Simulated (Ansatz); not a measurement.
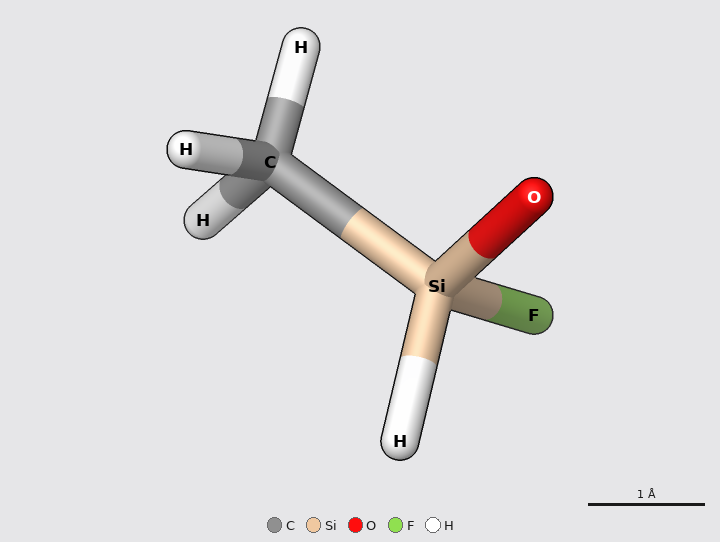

The structure as it stands in the input.

Input file:

```yaml
crystal:
  periodic: [false, false, false]
  atoms:
    - {symbol: C, position_ang: [-0.353518, 0.887225, -0.230071]}
    - {symbol: Si, position_ang: [0.373891, -0.771816, 0.180514]}
    - {symbol: O, position_ang: [1.993682, -0.609201, 0.257918]}
    - {symbol: F, position_ang: [-0.152976, -1.791248, -1.004761]}
    - {symbol: H, position_ang: [0.038216, 1.330470, -1.132564]}
    - {symbol: H, position_ang: [-0.149114, 1.632392, 0.629798]}
    - {symbol: H, position_ang: [-1.481714, 0.784606, -0.334542]}
    - {symbol: H, position_ang: [-0.065492, -1.385706, 1.439514]}
basis:
  gaussian: {orbitals: "6-31G*"}
total_charge: -1
hamiltonian: {xc: {name: r2SCAN}, dispersion: rvv10}
```

Command:

```sh
ansatz run in.yaml --threads 2 --pin off --events-out ev --progress --plain --max-ram 32768MiB --backend cpu
```

Result:

```
Functional definition: r2SCAN+rVV10
  name "r2SCAN+rVV10"
  cite "Furness, Kaplan, Ning, Perdew & Sun, J. Phys. Chem. Lett. 11, 8208 (2020) doi:10.1021/acs.jpclett.0c02405"
  cite "Furness, Kaplan, Ning, Perdew & Sun, J. Phys. Chem. Lett. 11, 9248 (2020) doi:10.1021/acs.jpclett.0c03077"
  cite "Vydrov & Van Voorhis, J. Chem. Phys. 133, 244103 (2010) doi:10.1063/1.3521275"
  cite "Sabatini, Gorni & de Gironcoli, Phys. Rev. B 87, 041108(R) (2013) doi:10.1103/PhysRevB.87.041108"
  cite "Ning et al., Phys. Rev. B 106, 075422 (2022) doi:10.1103/PhysRevB.106.075422"
  parent "r2scan"
  parameter k0 = 0.174
  parameter k1 = 0.065
  parameter a1 = 4.9479
  exchange = r2scan_x(k0 = k0, k1 = k1, a1 = a1)
  correlation = r2scan_c + rvv10(11.95, 0.0093)
812 factors; their error is unknown
mean field evaluation 1: about -13735.4983 eV, gradient 5.1e1 eV
mean field evaluation 2: about -13684.2894 eV, gradient 1.5e2 eV
mean field evaluation 4: about -13740.8012 eV, gradient 9.8e0 eV
mean field evaluation 8: about -13741.0072 eV, gradient 2.8e-1 eV
mean field evaluation 16: about -13740.9442 eV, gradient 2.4e-5 eV
mean field -13740.94421402 eV, -504.9703859185 hartree, gradient 2.4e-5 eV, S^2 0.000000; 0 other end points of the search recorded, 0 dependent functions left out
reference -13740.94422368 eV, -504.9703862739 hartree; 21, 21 occupied and 51, 51 virtual orbitals, 812 factors
Total energy: -13740.94422368 eV, -504.9703862739 hartree
```

The calculation finished and met its thresholds.
